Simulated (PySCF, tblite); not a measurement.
# C4H9NSSi: dynamics, then NMR shifts on frames, part 2 of 2

tblite 0.8.0 and PySCF 2.14.0. Atoms count from 0. Earlier steps stand in the parts before.

## Step 6: NMR shieldings: 800 fs, PBE0/pcSseg-1

The job: settings as JSON, then the geometry in Å.

```
{"job": {"kind": "nmr", "xc": "PBE0", "basis": "pcSseg-1", "pop": false}, "charge": 0, "multiplicity": 1}
Si     2.085700    -0.523500     1.416600
S      1.143300    -0.690600    -0.488400
C     -0.627400    -0.239500    -0.299900
C     -1.448700    -1.239500     0.588400
C     -1.871900    -0.364100     1.804500
N     -1.490500     0.838700     1.703000
C     -0.870600     1.176900     0.461500
H      2.353300     0.840700     1.753300
H      3.320500    -1.177100     1.060600
H      1.125200    -1.223500     2.322900
H     -0.903300    -0.165700    -1.292200
H     -0.827100    -2.064900     0.899200
H     -2.385300    -1.635200     0.104100
H     -2.477000    -0.693000     2.627700
H      0.016800     1.784300     0.574900
H     -1.584700     1.786400    -0.121600
```

Method: GIAO PBE0/pcSseg-1 NMR shielding, non-relativistic, gas phase.

Standard output:

```text
coarse grid: 14240 points
cycle   1  E = -899.6043280308  dE =  7.023e-01  |g| = 3.488e-01  |ddm| = 3.625e+00
cycle   2  E = -899.5809863128  dE =  2.334e-02  |g| = 4.978e-01  |ddm| = 8.847e-01
cycle   3  E = -899.6364920355  dE = -5.551e-02  |g| = 1.034e-01  |ddm| = 4.728e-01
cycle   4  E = -899.6386311092  dE = -2.139e-03  |g| = 3.841e-02  |ddm| = 1.183e-01
cycle   5  E = -899.6389810057  dE = -3.499e-04  |g| = 4.964e-03  |ddm| = 4.437e-02
cycle   6  E = -899.6389861401  dE = -5.134e-06  |g| = 1.950e-03  |ddm| = 7.216e-03
final grid: 127848 points
cycle   7  E = -899.6827424346  dE = -3.200e-05  |g| = 6.704e-03  |ddm| = 2.937e-02
cycle   8  E = -899.6827340546  dE =  8.380e-06  |g| = 8.784e-03  |ddm| = 1.480e-02
cycle   9  E = -899.6827534821  dE = -1.943e-05  |g| = 7.092e-04  |ddm| = 9.077e-03
cycle  10  E = -899.6827535936  dE = -1.114e-07  |g| = 2.717e-04  |ddm| = 9.776e-04
cycle  11  E = -899.6827536119  dE = -1.829e-08  |g| = 5.857e-05  |ddm| = 3.040e-04
cycle  12  E = -899.6827536123  dE = -4.463e-10  |g| = 4.417e-05  |ddm| = 7.932e-05
cycle  13  E = -899.6827536127  dE = -4.243e-10  |g| = 3.395e-06  |ddm| = 3.410e-05
converged SCF energy = -899.6827536127

GIAO shielding tensors (ppm)
atom      isotropic    diamagn.    paramagn.     s11        s22        s33       span
  0 Si     420.421     880.496    -460.075    375.660    424.432    461.172     85.512
  1 S      603.136    1059.506    -456.370    383.484    545.670    880.254    496.770
  2 C      144.669     250.108    -105.439    117.573    152.761    163.672     46.100
  3 C      130.516     250.803    -120.287     95.893    135.954    159.701     63.808
  4 C       14.656     257.579    -242.923    -84.639     32.484     96.121    180.760
  5 N     -135.211     327.724    -462.935   -523.864   -101.467    219.698    743.562
  6 C      108.885     248.587    -139.702     66.740    109.898    150.017     83.278
  7 H       27.605      30.082      -2.477     23.541     25.780     33.495      9.953
  8 H       27.517      29.359      -1.843     23.408     25.371     33.771     10.364
  9 H       26.703      29.371      -2.668     22.539     26.212     31.358      8.819
 10 H       29.374      34.545      -5.171     24.126     27.685     36.312     12.187
 11 H       29.291      31.929      -2.639     24.983     29.904     32.985      8.002
 12 H       27.851      29.312      -1.462     23.685     25.778     34.089     10.405
 13 H       23.882      29.397      -5.515     22.426     23.623     25.598      3.171
 14 H       27.342      31.979      -4.637     24.205     27.131     30.690      6.485
 15 H       26.905      30.158      -3.253     23.162     25.303     32.249      9.087
```

It took 37 s on 1 thread of Arm Neoverse N1, shared host; peak memory 0.84 GiB.

In short: δ C4 172.3, C6 78.0, C3 56.4, C2 42.3, H13 7.83, H9 5.01 ppm.

## Step 7: Nuclear shieldings: 1000 fs, PBE0/pcSseg-1

The job: settings as JSON, then the geometry in Å.

```
{"job": {"kind": "nmr", "xc": "PBE0", "basis": "pcSseg-1", "pop": false}, "charge": 0, "multiplicity": 1}
Si     2.301100    -0.364700     1.604400
S      1.388300    -0.433100    -0.271200
C     -0.333100     0.239800    -0.199500
C     -1.317000    -0.861100     0.122500
C     -2.214900    -0.132700     1.104300
N     -1.938700     1.060200     1.336100
C     -0.602900     1.341600     0.823700
H      2.322700     1.051900     1.964000
H      3.640200    -0.854900     1.392200
H      1.406100    -1.140100     2.467200
H     -0.587700     0.699300    -1.186300
H     -0.761700    -1.741100     0.513700
H     -1.909300    -1.134400    -0.721200
H     -3.160500    -0.594700     1.460200
H      0.163300     1.371000     1.667100
H     -0.622500     2.327200     0.404600
```

Level: GIAO PBE0/pcSseg-1 NMR shielding, non-relativistic, gas phase.

Standard output:

```text
coarse grid: 14240 points
cycle   1  E = -899.6027719687  dE =  8.820e-01  |g| = 3.527e-01  |ddm| = 3.659e+00
cycle   2  E = -899.5875746407  dE =  1.520e-02  |g| = 4.651e-01  |ddm| = 8.632e-01
cycle   3  E = -899.6350968179  dE = -4.752e-02  |g| = 1.067e-01  |ddm| = 4.473e-01
cycle   4  E = -899.6373387056  dE = -2.242e-03  |g| = 3.758e-02  |ddm| = 1.125e-01
cycle   5  E = -899.6376617841  dE = -3.231e-04  |g| = 4.646e-03  |ddm| = 4.189e-02
cycle   6  E = -899.6376663073  dE = -4.523e-06  |g| = 2.048e-03  |ddm| = 8.093e-03
final grid: 127848 points
cycle   7  E = -899.6797024210  dE = -2.468e-05  |g| = 8.689e-03  |ddm| = 2.765e-02
cycle   8  E = -899.6796848051  dE =  1.762e-05  |g| = 1.202e-02  |ddm| = 2.013e-02
cycle   9  E = -899.6797211991  dE = -3.639e-05  |g| = 8.801e-04  |ddm| = 1.230e-02
cycle  10  E = -899.6797213795  dE = -1.805e-07  |g| = 2.420e-04  |ddm| = 1.144e-03
cycle  11  E = -899.6797213930  dE = -1.344e-08  |g| = 7.329e-05  |ddm| = 2.638e-04
cycle  12  E = -899.6797213938  dE = -7.899e-10  |g| = 4.521e-05  |ddm| = 8.501e-05
cycle  13  E = -899.6797213942  dE = -4.395e-10  |g| = 2.957e-06  |ddm| = 3.602e-05
converged SCF energy = -899.6797213942

GIAO shielding tensors (ppm)
atom      isotropic    diamagn.    paramagn.     s11        s22        s33       span
  0 Si     425.379     881.143    -455.764    408.409    417.564    450.164     41.755
  1 S      660.704    1059.598    -398.894    478.633    540.083    963.397    484.764
  2 C      145.615     249.738    -104.123    123.025    143.805    170.015     46.990
  3 C      129.170     251.743    -122.574     87.232    133.009    167.268     80.036
  4 C       15.922     255.247    -239.326    -85.493     31.593    101.666    187.159
  5 N     -116.166     330.727    -446.892   -457.619    -96.390    205.511    663.130
  6 C      115.979     249.066    -133.086     78.470    112.898    156.569     78.099
  7 H       26.657      30.010      -3.353     22.439     25.477     32.056      9.617
  8 H       27.446      29.398      -1.951     24.005     24.920     33.413      9.409
  9 H       26.736      29.701      -2.966     22.331     25.382     32.494     10.164
 10 H       27.851      32.100      -4.249     24.367     24.852     34.334      9.967
 11 H       28.129      30.793      -2.664     23.002     29.780     31.606      8.604
 12 H       28.937      32.081      -3.144     25.474     27.033     34.304      8.830
 13 H       23.845      27.501      -3.656     22.210     23.211     26.114      3.903
 14 H       26.609      31.072      -4.463     21.512     28.222     30.094      8.582
 15 H       27.418      31.636      -4.218     23.950     26.080     32.224      8.275
```

Wall time 37 s (1 thread of Arm Neoverse N1, shared host); peak memory 0.84 GiB.

In short: δ C4 171.0, C6 70.9, C3 57.8, C2 41.3, H13 7.87, H14 5.11 ppm.

## Step 8: Comparing the runs: NMR shifts

Shifts (ppm) of some atoms, chosen among heavy atoms and hydrogens apart, with basis size and wall time:

```csv
frame,C2,C3,H10,H11,Si0,S1,N5,functions,time
250 fs,49.7,48.2,4.46,3.73,-66.8,-92,390.0,178,49 s
425 fs,40.9,53.1,3.23,1.71,-58.2,-111,401.5,178,38 s
625 fs,50.2,54.9,3.44,1.94,-67.0,-80,394.7,178,37 s
800 fs,42.3,56.4,2.34,2.43,-71.3,-99,402.9,178,37 s
1000 fs,41.3,57.8,3.87,3.59,-76.2,-157,383.9,178,37 s
```

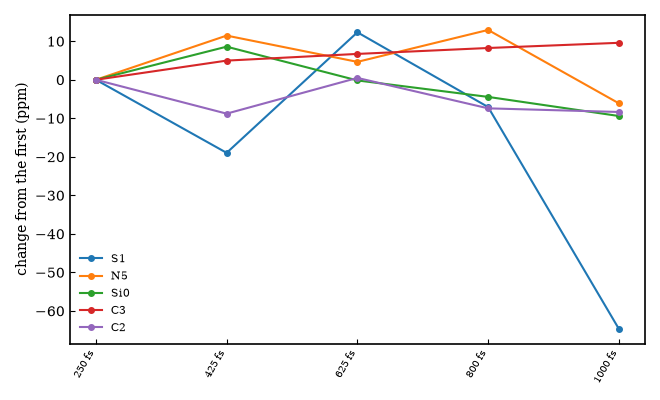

How five of the tabulated atoms move from run to run.

## Step 9: Outcome

This closing draws on all 2 parts.

| quantity | value |
| --- | --- |
| thermostat | 200 K |
| mean temperature, second half | 197 K |
| mean potential energy above the minimum | 0.36 eV |
| 13C shifts against TMS (PBE0/pcSseg-1, 250 fs) | 169.3, 76.5, 49.7, 48.2 ppm |
| 1H shifts against TMS (PBE0/pcSseg-1, 250 fs) | 7.34, 5.05, 4.59, 4.46, 4.39, 4.10, 3.91, 3.73, 2.48 ppm |
| 29Si shifts against TMS (PBE0/pcSseg-1, 250 fs) | -66.8 ppm |
| 33S shifts against CS2 (PBE0/pcSseg-1, 250 fs) | -92 ppm |
| 15N shifts against NH3 (PBE0/pcSseg-1, 250 fs) | 390.0 ppm |
| surface potential, least and greatest | -1.74 V and 1.23 V |
| range of the shift of S1 | -157 to -80 ppm |

In the second half the potential energy averages 0.36 eV above the minimum; equipartition over 42 harmonic modes at 200 K would give 0.36 eV. With 16 atoms the temperature swings widely (104 to 263 K). Shifts at one fixed geometry are not the observed spectrum, which averages over the motion. In the first frame run (250 fs): The widest tensor belongs to N5: span 696 ppm, with a paramagnetic part of -450 ppm. In ppm, S1 moves most: its shift spreads over 77 ppm, from -157 (1000 fs) to -80 (625 fs).
